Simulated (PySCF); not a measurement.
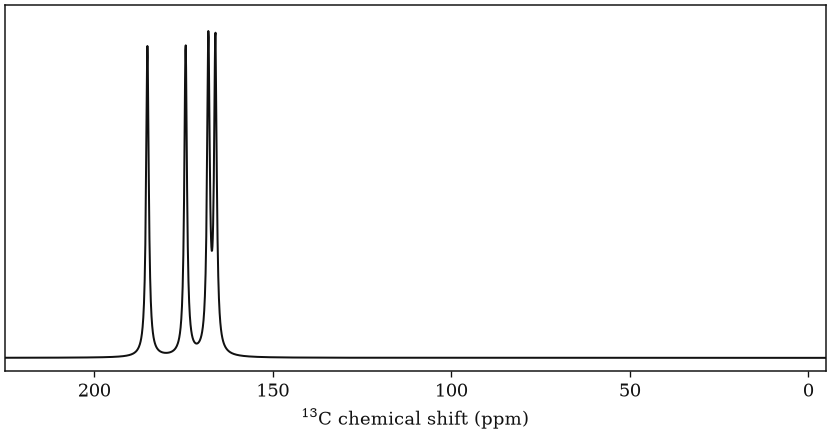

GIAO shifts, PBE0/pcSseg-1 with PySCF 2.14.0, at a GFN2-xTB geometry (no frequency check), against TMS for ¹³C computed at the same level. Gas phase, fully decoupled, line heights follow the number of nuclei, widths are arbitrary (no quadrupolar broadening); values of one conformer, averaged over methyl-type rotors and exact or near symmetry; other conformers aren't averaged in.

Which molecule was computed?
A. C₄H₂ClN₃O₂, SMILES O=C(O)c1ncnc(Cl)n1
B. CH₁₀Si₄, SMILES C[SiH]1[SiH2][SiH2][SiH2]1
C. C₆H₈O, SMILES C=C(C#CC)CO
D. C₂HF₂O₃S⁻, SMILES O=S(=O)([O-])/C(F)=C/F

Option A. Its ¹³C signals: 185.1 (1 C), 174.4 (1 C), 168.0 (1 C), 166.1 (1 C) ppm.

Note: the tight-binding geometry is rougher than a DFT one and adds to the error.
